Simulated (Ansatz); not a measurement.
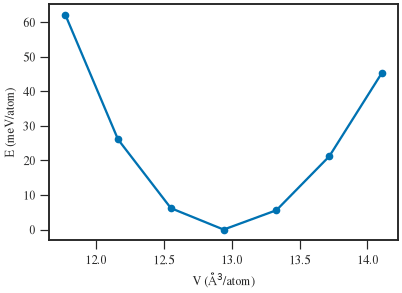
Figure: YN (CsCl type, Pm-3m) under volume change, DFT-PBEsol in the program Ansatz with PAW potentials, scaled uniformly.

**Question.** What does a third-order Birch–Murnaghan fit give for V₀, B₀ and B′?

**Answer.** V₀ = 12.94 Å³/atom, B₀ = 161 GPa, B′ = 4.2.

The start of the workflow was typed in or built on a structure type; neither database checked (COD, Materials Project) lists it. COD files the formula under space group No. 225, so this cell is another polymorph or a model. Whether it is the stable phase at ambient conditions was not checked. Symmetry was held in the PBEsol relaxation; its stability against distortions is not shown here. The run is not spin-polarised.

Potentials: the later of the program's two PAW sets.
